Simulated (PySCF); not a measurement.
Consider C$_{3}$H$_{11}$ClSi$_{3}$ (SMILES ClC1[SiH2]C[SiH2]C[SiH2]1).

```json
{"atom": "Cl", "x (Å)": "1.8234", "y (Å)": "-0.8176", "z (Å)": "-1.8444"}
{"atom": "C", "x (Å)": "1.7460", "y (Å)": "0.1101", "z (Å)": "-0.3022"}
{"atom": "Si", "x (Å)": "0.6645", "y (Å)": "1.6464", "z (Å)": "-0.6400"}
{"atom": "C", "x (Å)": "-1.1043", "y (Å)": "1.0538", "z (Å)": "-0.9738"}
{"atom": "Si", "x (Å)": "-1.8273", "y (Å)": "-0.0787", "z (Å)": "0.3730"}
{"atom": "C", "x (Å)": "-0.6648", "y (Å)": "-1.5637", "z (Å)": "0.6224"}
{"atom": "Si", "x (Å)": "1.1262", "y (Å)": "-1.1026", "z (Å)": "1.0355"}
{"atom": "H", "x (Å)": "2.7745", "y (Å)": "0.4051", "z (Å)": "-0.1017"}
{"atom": "H", "x (Å)": "0.7304", "y (Å)": "2.4987", "z (Å)": "0.5546"}
{"atom": "H", "x (Å)": "1.2192", "y (Å)": "2.3630", "z (Å)": "-1.7948"}
{"atom": "H", "x (Å)": "-1.1193", "y (Å)": "0.5229", "z (Å)": "-1.9256"}
{"atom": "H", "x (Å)": "-1.7505", "y (Å)": "1.9203", "z (Å)": "-1.1016"}
{"atom": "H", "x (Å)": "-3.1595", "y (Å)": "-0.5542", "z (Å)": "-0.0389"}
{"atom": "H", "x (Å)": "-1.9608", "y (Å)": "0.6676", "z (Å)": "1.6330"}
{"atom": "H", "x (Å)": "-0.6678", "y (Å)": "-2.1686", "z (Å)": "-0.2842"}
{"atom": "H", "x (Å)": "-1.0577", "y (Å)": "-2.2014", "z (Å)": "1.4121"}
{"atom": "H", "x (Å)": "2.0007", "y (Å)": "-2.2816", "z (Å)": "1.0356"}
{"atom": "H", "x (Å)": "1.2184", "y (Å)": "-0.4132", "z (Å)": "2.3294"}
```

Geometry: GFN2-xTB.

Computed with PBE0/pcSseg-1, SCF density, gas phase, non-relativistic (PySCF 2.14.0).

Q: Predict the electron density and electron localisation function between the atoms.

A: C–Si (1.90 Å): ρ at the midpoint is about 0.89 e/Å³; the ELF peaks at about 0.95 between the atoms, as expected for localised, covalent bonding.
C–H (1.09 Å): the density is about 1.9 e/Å³ at the midpoint; the ELF climbs to about 1 towards the hydrogen, as it does in any bond to H (an ordinary covalent bond to hydrogen).

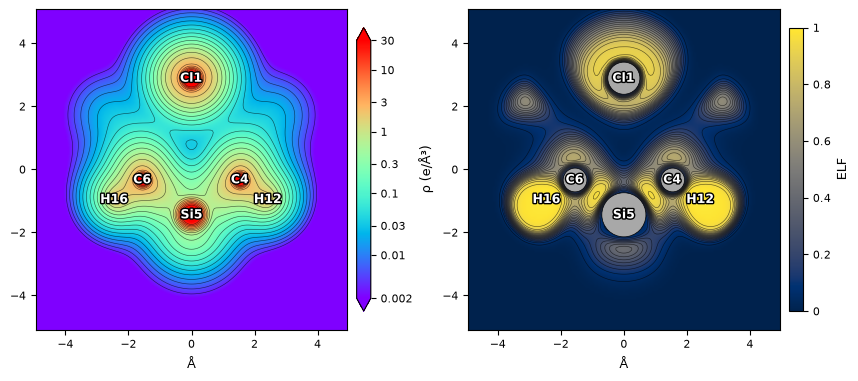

Computed electron density and electron localisation function on the plane of atoms C4, Si5 and C6, in this order. Grey discs cover the atomic cores in the ELF map. 
